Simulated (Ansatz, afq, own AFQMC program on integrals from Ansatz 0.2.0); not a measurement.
# GeH4 (singlet): quantum Monte Carlo beside coupled cluster at scale of all distances = 2.376, cc-pVDZ

Aim: compute GeH4 (singlet) with auxiliary-field quantum Monte Carlo on the same integrals as coupled cluster, and set the energies side by side.

Computed with Ansatz 0.2.0, Gaussian basis, and an in-house AFQMC program (afq) on its integrals; all values are calculated. Level: cc-pVDZ, frozen cores.

The runs, in order: PBE (unrestricted); r2SCAN (unrestricted); PBE0 (unrestricted); B3LYP (unrestricted); wB97M-V (unrestricted); B2PLYP (unrestricted); CCSD(T) on RHF; CCSDT(Q) on RHF; Phaseless AFQMC, CISD trial on RHF; Phaseless AFQMC, single-determinant trial on RHF; UHF; CCSD(T) on UHF; CCSDT(Q) on UHF; Phaseless AFQMC, CISD trial on UHF; Phaseless AFQMC, single-determinant trial on UHF; Free-projection AFQMC, first-order trial on UHF.

6 further runs of the same task are left out: 6 that didn't finish.

### 1 The geometry

The geometry derives from a PBE0/def2-TZVP stationary point (not a proven minimum). All distances are scaled together. No spin-orbit coupling is included. The filled d shell of Ge may be among the frozen orbitals whatever the setting's name suggests; the logs give the count.

5 atoms, charge 0, spin multiplicity 1.

Atoms are counted from 1 here; the program's logs count them from 0.

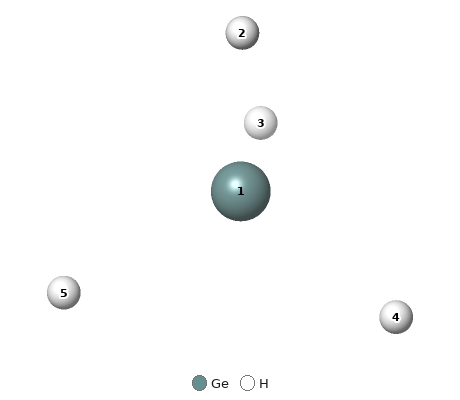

The structure; germanium teal, hydrogen white; atoms are numbered from 1 in the order of the file.

### 2 PBE (unrestricted)

Contents of in.yaml:

```yaml
crystal:
  periodic: [false, false, false]
  atoms:
    - {symbol: Ge, position_ang: [0.000000, 0.000000, 0.000000]}
    - {symbol: H, position_ang: [2.101153, 2.107984, 2.105248]}
    - {symbol: H, position_ang: [-2.109617, -2.100433, 2.104331]}
    - {symbol: H, position_ang: [-2.099969, 2.101603, -2.112796]}
    - {symbol: H, position_ang: [2.108432, -2.109154, -2.096782]}
basis:
  gaussian: {orbitals: cc-pVDZ}
magnetization: {spin_polarized: true, initial_magnetization: 0}
hamiltonian: {xc: {name: PBE}}
output: {orbitals: {seedname: orbitals}}
```

On the command line:

```sh
> ansatz run in.yaml --threads 1 --pin off --events-out ev --progress --plain --max-ram 1382MiB
```

Output:

```text
Functional definition: PBE
  name "PBE"
  cite "Perdew, Burke & Ernzerhof, Phys. Rev. Lett. 77, 3865 (1996) doi:10.1103/PhysRevLett.77.3865"
  parent pbe
  parameter kappa = 0.804
  parameter beta = 0.06672455060314922
  exchange = pbe_x(kappa = kappa, mu = beta*pi^2/3)
  correlation = pbe_c(beta = beta)
607 factors; their error is unknown
mean field evaluation 1: about -56551.8075 eV, gradient 1.6e1 eV
mean field evaluation 2: about -56474.1840 eV, gradient 6.1e1 eV
mean field evaluation 4: about -56499.8137 eV, gradient 5.5e1 eV
mean field evaluation 8: about -56558.5936 eV, gradient 9.7e-3 eV
mean field evaluation 16: about -56558.7330 eV, gradient 9.2e-1 eV
mean field evaluation 32: about -56560.6771 eV, gradient 1.3e-5 eV
mean field evaluation 64: about -56560.9650 eV, gradient 8.3e-2 eV
mean field evaluation 96: about -56560.9608 eV, gradient 7.2e-6 eV
mean field evaluation 128: about -56558.4142 eV, gradient 2.4e0 eV
mean field evaluation 160: about -56560.2815 eV, gradient 1.6e0 eV
mean field evaluation 192: about -56560.5911 eV, gradient 3.0e-1 eV
mean field evaluation 224: about -56560.5660 eV, gradient 9.0e-1 eV
mean field evaluation 256: about -56558.7364 eV, gradient 1.2e0 eV
mean field evaluation 288: about -56560.9524 eV, gradient 4.5e-1 eV
mean field evaluation 320: about -56560.9301 eV, gradient 4.6e-1 eV
mean field -56560.96080220 eV, -2078.5769710845 hartree, gradient 2.4e-6 eV, S^2 2.770763; 24 other end points of the search recorded, 0 dependent functions left out
reference -56560.96086522 eV, -2078.5769734008 hartree; 18, 18 occupied and 29, 29 virtual orbitals, 607 factors
Total energy: -56560.96086522 eV, -2078.5769734008 hartree
```

Run time: 19 s. Hardware: 1 thread of Arm Neoverse V1, shared host.

From the report: ⟨S²⟩ of the determinant 2.771 (pure singlet: 0.00). The determinant is far from a pure spin state, so its energy mixes those of several spin states (harmless only where they are near-degenerate, as at dissociation).

### 3 r2SCAN (unrestricted)

in.yaml: that of step 2 with these lines changed.

```diff
@@ -11,3 +11,2 @@
 magnetization: {spin_polarized: true, initial_magnetization: 0}
-hamiltonian: {xc: {name: PBE}}
-output: {orbitals: {seedname: orbitals}}
+hamiltonian: {xc: {name: r2SCAN}}
```

Same command.

Output, shortened:

```text
Functional definition: r2SCAN
  name "r2SCAN"
  cite "Furness, Kaplan, Ning, Perdew & Sun, J. Phys. Chem. Lett. 11, 8208 (2020) doi:10.1021/acs.jpclett.0c02405"
  cite "Furness, Kaplan, Ning, Perdew & Sun, J. Phys. Chem. Lett. 11, 9248 (2020) doi:10.1021/acs.jpclett.0c03077"
  parent r2scan
[...]
607 factors; their error is unknown
[...]
mean field -56569.35877245 eV, -2078.8855907990 hartree, gradient 1.4e-6 eV, S^2 2.734546; 25 other end points of the search recorded, 0 dependent functions left out
reference -56569.35879061 eV, -2078.8855914665 hartree; 18, 18 occupied and 29, 29 virtual orbitals, 607 factors
Total energy: -56569.35879061 eV, -2078.8855914665 hartree
```

Wall time 45 s (1 thread of Arm Neoverse V1, shared host).

From the report: ⟨S²⟩ of the determinant 2.735 (pure singlet: 0.00). The determinant is far from a pure spin state, so its energy mixes those of several spin states (harmless only where they are near-degenerate, as at dissociation).

### 4 PBE0 (unrestricted)

in.yaml: that of step 3 with these lines changed.

```diff
@@ -11,2 +11,3 @@
 magnetization: {spin_polarized: true, initial_magnetization: 0}
-hamiltonian: {xc: {name: r2SCAN}}
+hamiltonian: {xc: {name: PBE0}}
+output: {orbitals: {seedname: orbitals}}
```

The command is unchanged.

Output, shortened:

```text
Functional definition: PBE0
  name "PBE0"
  cite "Adamo & Barone, J. Chem. Phys. 110, 6158 (1999) doi:10.1063/1.478522"
  cite "Perdew, Burke & Ernzerhof, Phys. Rev. Lett. 77, 3865 (1996) doi:10.1103/PhysRevLett.77.3865"
  parent pbe
[...]
509 factors; integrals over basis functions are off by at most 2.2e-4 eV
[...]
mean field -56562.55352295 eV, -2078.6355024926 hartree, gradient 9.7e-6 eV, S^2 2.871556; 20 other end points of the search recorded, 0 dependent functions left out
reference -56562.55357042 eV, -2078.6355042373 hartree; 18, 18 occupied and 29, 29 virtual orbitals, 509 factors
Total energy: -56562.55357042 eV, -2078.6355042373 hartree
```

It took 23 s on 1 thread of Arm Neoverse V1, shared host.

From the report: ⟨S²⟩ of the determinant 2.872 (pure singlet: 0.00). The determinant is far from a pure spin state, so its energy mixes those of several spin states (harmless only where they are near-degenerate, as at dissociation).

### 5 B3LYP (unrestricted)

in.yaml: that of step 4 with these lines changed.

```diff
@@ -11,3 +11,2 @@
 magnetization: {spin_polarized: true, initial_magnetization: 0}
-hamiltonian: {xc: {name: PBE0}}
-output: {orbitals: {seedname: orbitals}}
+hamiltonian: {xc: {name: B3LYP}}
```

Launched as before.

Output, shortened:

```text
Functional definition: B3LYP
  name "B3LYP"
  cite "Stephens, Devlin, Chabalowski & Frisch, J. Phys. Chem. 98, 11623 (1994) doi:10.1021/j100096a001"
  cite "Becke, Phys. Rev. A 38, 3098 (1988) doi:10.1103/PhysRevA.38.3098"
  cite "Lee, Yang & Parr, Phys. Rev. B 37, 785 (1988) doi:10.1103/PhysRevB.37.785"
  cite "Vosko, Wilk & Nusair, Can. J. Phys. 58, 1200 (1980) doi:10.1139/p80-159"
[...]
509 factors; integrals over basis functions are off by at most 2.2e-4 eV
[...]
mean field -56571.23862279 eV, -2078.9546740246 hartree, gradient 2.5e-6 eV, S^2 2.725912; 20 other end points of the search recorded, 0 dependent functions left out
reference -56571.23901186 eV, -2078.9546883227 hartree; 18, 18 occupied and 29, 29 virtual orbitals, 509 factors
Total energy: -56571.23901186 eV, -2078.9546883227 hartree
```

Wall time 24 s (1 thread of Arm Neoverse V1, shared host).

From the report: ⟨S²⟩ of the determinant 2.726 (pure singlet: 0.00). The determinant is far from a pure spin state, so its energy mixes those of several spin states (harmless only where they are near-degenerate, as at dissociation).

### 6 wB97M-V (unrestricted)

in.yaml: that of step 5 with these lines changed.

```diff
@@ -11,2 +11,3 @@
 magnetization: {spin_polarized: true, initial_magnetization: 0}
-hamiltonian: {xc: {name: B3LYP}}
+hamiltonian: {xc: {name: wB97M-V}}
+output: {orbitals: {seedname: orbitals}}
```

The command is unchanged.

Output, shortened:

```text
Functional definition: wB97M-V
  name "wB97M-V"
  cite "Mardirossian & Head-Gordon, J. Chem. Phys. 144, 214110 (2016) doi:10.1063/1.4952647"
  cite "Becke, J. Chem. Phys. 107, 8554 (1997) doi:10.1063/1.475007"
  cite "Vydrov & Van Voorhis, J. Chem. Phys. 133, 244103 (2010) doi:10.1063/1.3521275"
  # Of w^i u^j: cxij and so on, Table III.
[...]
  gx(w, u) = 1 - cx + cx01*u + cx10*w
  gss(w, u) = css00 + css04*u^4 + css10*w + css20*w^2 + css43*w^4*u^3
  gos(w, u) = cos00 + cos10*w + (cos20 + cos21*u)*w^2 + (cos60 + cos61*u)*w^6
[...]
      + integral(e_c_pw_mod_opposite_spin*gos(b97_w_opposite, b97_u_opposite)) + vv10(b, c)
509 factors; integrals over basis functions are off by at most 2.2e-4 eV
162 factors; integrals over basis functions are off by at most 7.0e-5 eV
[...]
mean field -56565.72344533 eV, -2078.7519949913 hartree, gradient 2.5e-6 eV, S^2 2.871376; 12 other end points of the search recorded, 0 dependent functions left out
reference -56565.72349334 eV, -2078.7519967556 hartree; 18, 18 occupied and 29, 29 virtual orbitals, 509 factors
Total energy: -56565.72349334 eV, -2078.7519967556 hartree
```

It took 69 s on 1 thread of Arm Neoverse V1, shared host.

From the report: ⟨S²⟩ of the determinant 2.871 (pure singlet: 0.00). The determinant is far from a pure spin state, so its energy mixes those of several spin states (harmless only where they are near-degenerate, as at dissociation).

### 7 B2PLYP (unrestricted)

in.yaml: that of step 6 with these lines changed.

```diff
@@ -11,3 +11,3 @@
 magnetization: {spin_polarized: true, initial_magnetization: 0}
-hamiltonian: {xc: {name: wB97M-V}}
-output: {orbitals: {seedname: orbitals}}
+hamiltonian: {xc: {name: B2PLYP}}
+correlation: {electrons: outside_noble_gas}
```

Launched as before.

Output, shortened:

```text
Functional definition: B2PLYP
  name "B2PLYP"
  cite "Grimme, J. Chem. Phys. 124, 034108 (2006) doi:10.1063/1.2148954"
  cite "Becke, Phys. Rev. A 38, 3098 (1988) doi:10.1103/PhysRevA.38.3098"
  cite "Lee, Yang & Parr, Phys. Rev. B 37, 785 (1988) doi:10.1103/PhysRevB.37.785"
[...]
509 factors; integrals over basis functions are off by at most 2.2e-4 eV
[...]
mean field -56557.82652610 eV, -2078.4617885624 hartree, gradient 5.0e-6 eV, S^2 2.880571; 14 other end points of the search recorded, 0 dependent functions left out
14 core orbitals not correlated: weight in the atoms' cores, before any rotation towards them, 1.000 or more for the frozen orbitals, at most 0.000 for the correlated occupied ones
reference -56557.82677175 eV, -2078.4617975899 hartree; 4, 4 occupied and 29, 29 virtual orbitals, 509 factors
second order -1.47068123 eV of doubles, -0.00000000 eV of singles
Total energy: -56558.22385568 eV, -2078.4763901553 hartree
```

Run time: 14 s. Hardware: 1 thread of Arm Neoverse V1, shared host.

From the report: ⟨S²⟩ of the determinant 2.881 (pure singlet: 0.00). The determinant is far from a pure spin state, so its energy mixes those of several spin states (harmless only where they are near-degenerate, as at dissociation).

### 8 CCSD(T) on RHF

in.yaml: that of step 7 with these lines changed.

```diff
@@ -10,4 +10,3 @@
   gaussian: {orbitals: cc-pVDZ}
-magnetization: {spin_polarized: true, initial_magnetization: 0}
-hamiltonian: {xc: {name: B2PLYP}}
-correlation: {electrons: outside_noble_gas}
+magnetization: {spin_polarized: false}
+correlation: {method: ccsd_t, electrons: outside_noble_gas, hamiltonian_folder: ham}
```

The command is unchanged.

Output, shortened:

```text
Functional definition: HF
  name "HF"
  cite "Fock, Z. Phys. 61, 126 (1930) doi:10.1007/BF01340294"
  parent pbe
[...]
509 factors; integrals over basis functions are off by at most 2.2e-4 eV
[...]
mean field -56515.00306481 eV, -2076.8880553868 hartree, gradient 1.9e-6 eV, S^2 0.000000; 8 other end points of the search recorded, 0 dependent functions left out; unrestricted orbitals would lower it
[...]
determinant -56515.00306481 eV, -2076.8880553868 hartree, with singles and doubles -56524.23653936 eV, -2077.2273793179 hartree
determinant -56514.11288604 eV, -2076.8553419205 hartree, with singles and doubles -56524.29818163 eV, -2077.2296446297 hartree
determinant -56513.61062053 eV, -2076.8368840034 hartree, with singles and doubles -56523.96952003 eV, -2077.2175665385 hartree
determinant -56510.65649989 eV, -2076.7283220722 hartree, with singles and doubles -56523.14227441 eV, -2077.1871658228 hartree
[...]
determinant -56514.11288604 eV, -2076.8553419205 hartree, with singles and doubles -56534.08865553 eV, -2077.5894379090 hartree
determinant -56513.61062053 eV, -2076.8368840034 hartree, with singles and doubles -56527.19462080 eV, -2077.3360868056 hartree
[...]
unrestricted determinant -56525.95882437 eV, -2077.2906721244 hartree, S^2 2.9511
14 core orbitals not correlated: weight in the atoms' cores, before any rotation towards them, 1.000 or more for the frozen orbitals, at most 0.000 for the correlated occupied ones
reference -56513.61062053 eV, -2076.8368840035 hartree; 4, 4 occupied and 29, 29 virtual orbitals, 509 factors
second order -12.50947932 eV of doubles, -0.00000000 eV of singles
cycle   1  -5.60580456 eV  change    -2.2e0 eV  update   2.2e-1
[...]
cycle  32  -13.58400133 eV  change   -1.7e-6 eV  update   7.5e-7
perturbative correction -1.33493847 eV, -0.0490580838 hartree
WARN: the results are in doubt because among natural orbitals full CI differs from the method by +0.708 eV
Total energy: -56528.52956033 eV, -2077.3851449288 hartree
In doubt: among natural orbitals full CI differs from the method by +0.708 eV
```

Wall time 10 s (1 thread of Arm Neoverse V1, shared host).

From the report: correlation -14.9189 eV; T1 0.133; largest double amplitude 0.89. Mind the lines of doubt at the end of the log.

This run also writes the integrals to the folder ham.

### 9 CCSDT(Q) on RHF

in.yaml: that of step 8 with these lines changed.

```diff
@@ -11,2 +11,2 @@
 magnetization: {spin_polarized: false}
-correlation: {method: ccsd_t, electrons: outside_noble_gas, hamiltonian_folder: ham}
+correlation: {method: ccsdt_q, electrons: outside_noble_gas}
```

Launched as before.

Output, shortened:

```text
Functional definition: HF
  name "HF"
  cite "Fock, Z. Phys. 61, 126 (1930) doi:10.1007/BF01340294"
  parent pbe
[...]
802 factors; integrals over basis functions are off by at most 1.2e-7 eV
[...]
mean field -56515.00305682 eV, -2076.8880550934 hartree, gradient 1.1e-6 eV, S^2 0.000000; 8 other end points of the search recorded, 0 dependent functions left out; unrestricted orbitals would lower it
[...]
determinant -56515.00305682 eV, -2076.8880550934 hartree, with singles and doubles -56524.23653494 eV, -2077.2273791556 hartree
determinant -56514.11288950 eV, -2076.8553420474 hartree, with singles and doubles -56524.29818277 eV, -2077.2296446714 hartree
determinant -56513.75352213 eV, -2076.8421355402 hartree, with singles and doubles -56523.32124625 eV, -2077.1937429165 hartree
determinant -56513.61062094 eV, -2076.8368840186 hartree, with singles and doubles -56523.96955659 eV, -2077.2175678819 hartree
[...]
determinant -56514.11288950 eV, -2076.8553420474 hartree, with singles and doubles -56534.08866926 eV, -2077.5894384137 hartree
determinant -56513.61062094 eV, -2076.8368840186 hartree, with singles and doubles -56527.19463500 eV, -2077.3360873275 hartree
[...]
unrestricted determinant -56525.95883089 eV, -2077.2906723643 hartree, S^2 2.9511
14 core orbitals not correlated: weight in the atoms' cores, before any rotation towards them, 1.000 or more for the frozen orbitals, at most 0.000 for the correlated occupied ones
reference -56513.61062094 eV, -2076.8368840186 hartree; 4, 4 occupied and 29, 29 virtual orbitals, 802 factors
second order -12.50953800 eV of doubles, -0.00000000 eV of singles
cycle   1  -5.60584182 eV  change    -2.2e0 eV  update   2.2e-1
[...]
cycle  50  -14.39135091 eV  change   -3.2e-7 eV  update   7.7e-8
perturbative correction 0.84070703 eV, 0.0308954135 hartree
WARN: the results are in doubt because among natural orbitals full CI differs from the method by -0.340 eV
Total energy: -56527.16126483 eV, -2077.3348609963 hartree
In doubt: among natural orbitals full CI differs from the method by -0.340 eV
```

Wall time 18 s (1 thread of Arm Neoverse V1, shared host).

From the report: correlation -13.5506 eV; T1 0.140; largest double amplitude 0.83. The program marks this result as in doubt; its last lines say why.

### 10 Phaseless AFQMC, CISD trial on RHF

It reads the integrals that the CCSD(T) run on this determinant wrote.

On the command line:

```sh
> afq ham --method phaseless --trial cisd --walkers 60 --populations 1 --least-time 40 --time-step 0.005 --steps-per-block 50 --equilibration-blocks 40 --max-blocks 300 --target-error 0.00068 --factor-cut 1e-05 --seed 6835 --release-times 0.24,0.51,0.99,1.62,2.4 --release-step 0.03 --release-every 4 --taylor-order 6
```

Output:

```text
orbitals 33  electrons 4 4  factors 167 of 509
reference energy -2076.83688400 Eh
CCSD correlation -0.49920071 Eh in 31 cycles, weight of the determinant in the CISD state 0.2785
energy of the start -2077.336085 Eh
 block  time / (1/Eh)  mean weight  energy / Eh
     1     0.250  0.9987  -2077.306791
     2     0.500  0.9993  -2077.289204
     3     0.750  0.9991  -2077.280515
     4     1.000  0.9990  -2077.277094
     5     1.250  0.9994  -2077.272484
     6     1.500  0.9994  -2077.260074
     7     1.750  0.9996  -2077.260094
     8     2.000  0.9985  -2077.254058
     9     2.250  0.9999  -2077.261058
    10     2.500  0.9996  -2077.265049
    17     4.250  0.9980  -2077.286817
    25     6.250  1.0008  -2077.249245
    33     8.250  1.0021  -2077.335845
    41    10.250  0.9959  -2077.254329
    49    12.250  1.0000  -2077.285314
    57    14.250  0.9990  -2077.301734
    65    16.250  1.0004  -2077.273364
    73    18.250  1.0031  -2077.306640
    81    20.250  0.9973  -2077.275732
    89    22.250  1.0000  -2077.274426
    97    24.250  1.0035  -2077.250720
   105    26.250  1.0019  -2077.255520
   113    28.250  1.0010  -2077.231120
   121    30.250  1.0005  -2077.296355
   129    32.250  1.0032  -2077.342939
   137    34.250  1.0014  -2077.322077
   145    36.250  1.0018  -2077.295857
   153    38.250  1.0005  -2077.293105
   161    40.250  0.9991  -2077.285531
   169    42.250  1.0011  -2077.290814
   177    44.250  0.9871  -2077.261287
   185    46.250  0.9992  -2077.262870
   193    48.250  0.9998  -2077.279872
   201    50.250  1.0027  -2077.231904
   209    52.250  0.9990  -2077.261338
   217    54.250  1.0015  -2077.258494
   225    56.250  1.0001  -2077.246658
   233    58.250  1.0021  -2077.270171
   241    60.250  1.0006  -2077.238491
   249    62.250  1.0021  -2077.235472
   257    64.250  0.9994  -2077.320860
   265    66.250  1.0020  -2077.332591
   273    68.250  1.0013  -2077.236480
   281    70.250  0.9991  -2077.268652
   289    72.250  0.9996  -2077.247108
   297    74.250  1.0045  -2077.342427
   305    76.250  0.9999  -2077.266075
   313    78.250  0.9992  -2077.252260
   321    80.250  1.0039  -2077.235841
   329    82.250  0.9993  -2077.279639
   337    84.250  1.0008  -2077.256706
blocks merged  error / Eh  count
     1  0.001832  300
     2  0.002319  150
     4  0.002912  75
     8  0.003524  37
    16  0.004083  18
    32  0.004533  9
released: time / (1/Eh)  energy / Eh  error  mean overlap
  0.24  -2077.272603  0.004274  0.9920
  0.51  -2077.279382  0.005019  0.9928
  0.99  -2077.288506  0.007680  0.9978
  1.62  -2077.303606  0.006266  0.9949
  2.40  -2077.312563  0.009826  1.0071
energy -2077.269309 +/- 0.004083 Eh
```

Run time: 1.7 min. Hardware: 1 thread of Arm Neoverse V1, shared host.

Energy -56525.3775 ± 0.1111 eV. The run doesn't count as converged. Caveats: constraint bias not in the error; error above the target; large difference.

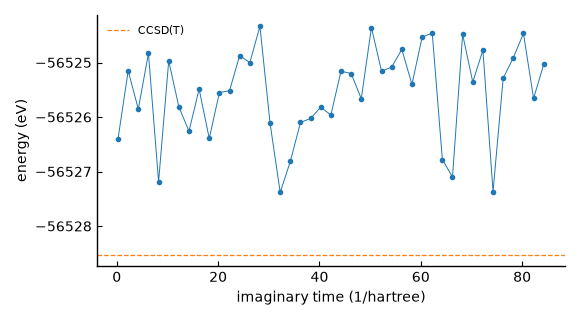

Block energies along the walk.

(Part 1 of 2 ends here.)
